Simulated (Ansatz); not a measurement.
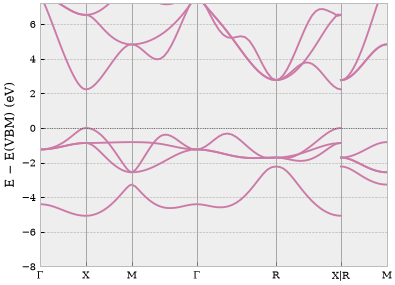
Band structure from the program Ansatz at the PBE+D3(BJ) level (PAW)

### Question
Read off the gap and where the band edges lie.

### Answer
About 2.2 eV (2.23 eV by a search for the band edges); maximum at X, minimum at X.

The material is TlCl (CsCl type, Pm-3m).

The PBE+D3(BJ) relaxation kept the symmetry of its start; phonons on a q-mesh show weakly imaginary modes. Spin–orbit coupling is left out wherever it is not named.

Potentials: the later of the program's two PAW sets.
